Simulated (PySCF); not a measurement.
**C5H11O (SMILES [CH2]COC(C)C) (doublet): density, localisation and related maps**

```yaml
atoms:
  - { symbol: C, position_ang: [2.3708, -0.4811, -0.1664] }
  - { symbol: C, position_ang: [1.6008, 0.5780, 0.5085] }
  - { symbol: O, position_ang: [0.3179, 0.1812, 0.9331] }
  - { symbol: C, position_ang: [-0.5804, -0.1719, -0.1123] }
  - { symbol: C, position_ang: [-1.6087, -1.1266, 0.4849] }
  - { symbol: C, position_ang: [-1.2622, 1.0634, -0.7056] }
  - { symbol: H, position_ang: [3.2376, -0.2279, -0.7429] }
  - { symbol: H, position_ang: [2.1470, -1.5117, 0.0258] }
  - { symbol: H, position_ang: [1.5490, 1.4781, -0.1301] }
  - { symbol: H, position_ang: [2.1014, 0.8916, 1.4429] }
  - { symbol: H, position_ang: [-0.0145, -0.6881, -0.9050] }
  - { symbol: H, position_ang: [-2.3065, -1.4561, -0.2799] }
  - { symbol: H, position_ang: [-1.1088, -1.9921, 0.9110] }
  - { symbol: H, position_ang: [-2.1564, -0.6216, 1.2758] }
  - { symbol: H, position_ang: [-0.5317, 1.7317, -1.1560] }
  - { symbol: H, position_ang: [-1.9722, 0.7627, -1.4712] }
  - { symbol: H, position_ang: [-1.7901, 1.6024, 0.0775] }
```

Geometry: GFN2-xTB.

Level of theory: UKS B3LYP, pcH-1 on C H O, non-relativistic, mean-field spin-orbit, GIAO in PySCF.

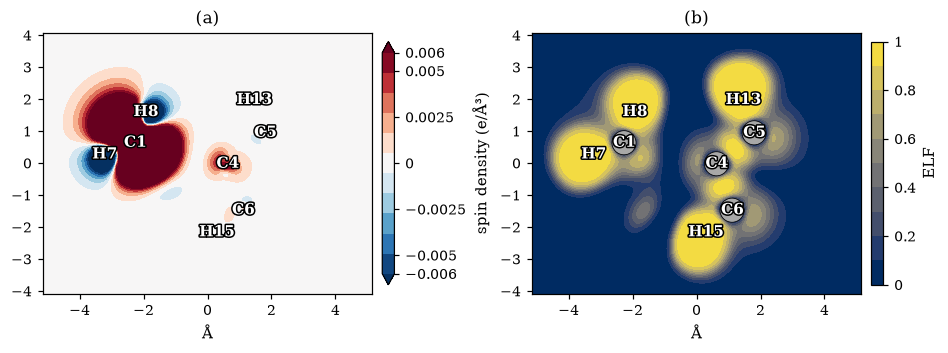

Figure 1. (a) spin density; (b) electron localisation function on the plane of atoms C4, C6 and H15. Grey discs cover the atomic cores in the ELF map.

> Describe what can be read from this map.

Atoms in the plane: C and H.
C–H (1.07 Å): the ELF climbs to about 1 towards the hydrogen, as it does in any bond to H (an ordinary covalent bond to hydrogen).
C–C (1.52 Å): the ELF peaks at about 0.95 between the atoms: a covalent bond.
The unpaired spin (1 electron) lies mostly on C1 (about 0.7), in electrons by Hirshfeld's partition.

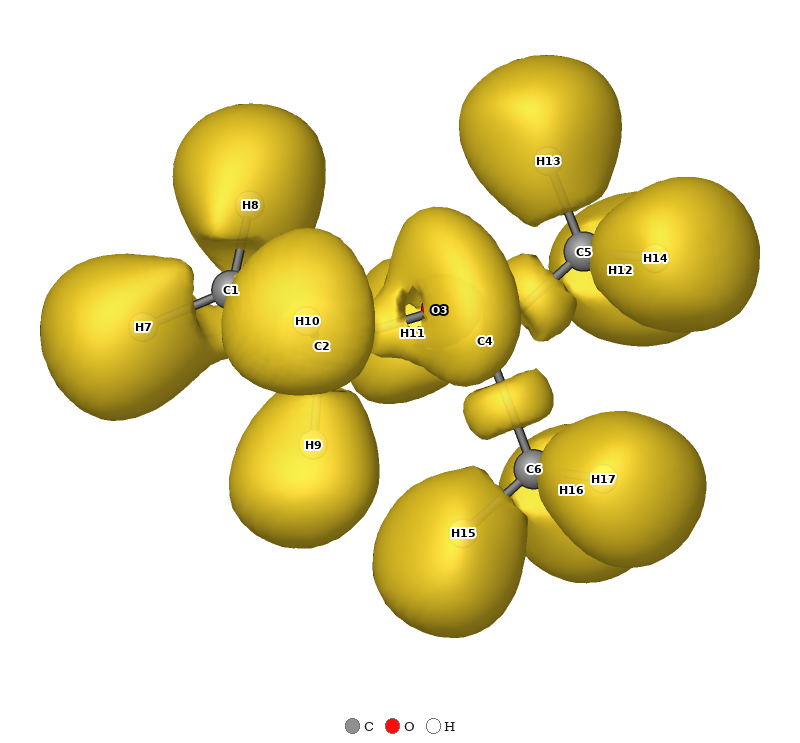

Figure 2. Isosurface of the ELF at 0.75 (yellow), seen at a tilt. Core shells and regions of very low density are left out.

> What do the ELF domains correspond to?

The ELF exceeds this value in two regions between bonded C–C atoms (shared pairs), nine regions around hydrogen nuclei, one region on O in which the atom's valence shell and bonds are merged and one joined region spread over several atoms (C, H), in which their bonds and any lone pairs are merged. Along the contacts the grid gives the following. C–O (1.41 Å): the ELF peaks at about 0.90 between the atoms: a shared but strongly polarised pair. C–C (1.47 Å): the ELF peaks at about 0.95 between the atoms (a shared electron pair).

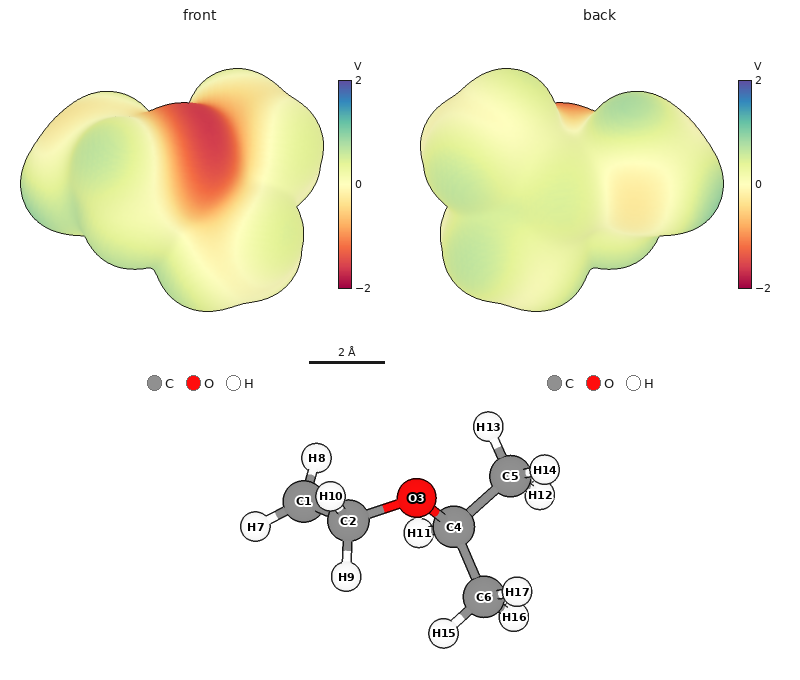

Figure 3. The molecular electrostatic potential painted on the density surface at 0.002 e/bohr³, seen from the front and from behind; the colour scale runs from red (negative) to blue (positive). The bare structure is drawn below in the same view.

> Describe the electrostatic potential map.

The most negative region (about −1.6 V) lies over O3, the most positive (about +0.9 V) over H7. O3 is the likeliest acceptor of a hydrogen bond.
